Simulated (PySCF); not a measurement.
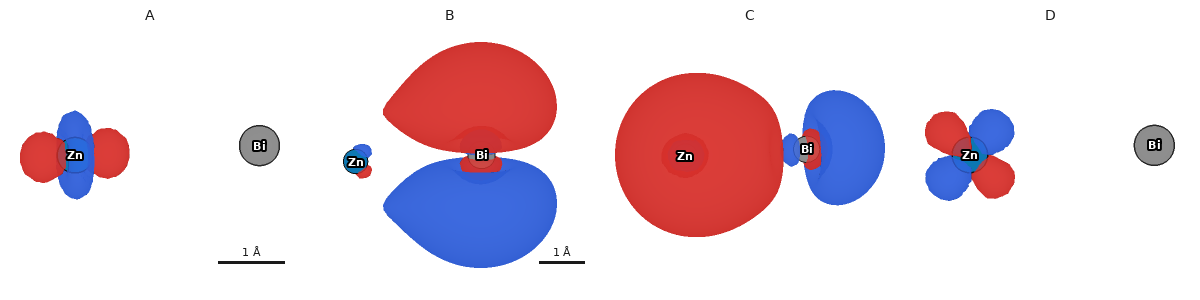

The picture shows: ZnBi (quartet). Four frontier β-spin orbitals, each drawn at the value that holds 80 % of its norm (red and blue are the two phases), in no order; of a degenerate pair one member is drawn.

Core potentials replace the inner electrons of Bi.

Theory: PBE0/def2-SVP, non-relativistic Hamiltonian with scalar-relativistic core potentials where named, at a bond length of 2.915 Å in PySCF.

Q: Label each orbital by symmetry, say whether it is occupied, and order them by energy.

A: Orbital D: π, occupied in this spin, −13.04 eV; almost wholly on Zn.
Orbital A: σ, occupied in this spin, −12.97 eV; almost wholly on Zn.
Orbital C: σ, occupied in this spin, −6.82 eV; shared between the atoms (Zn 70 %, Bi 30 %).
Orbital B: π, empty in this spin, −2.54 eV; mainly on Bi (90 %).
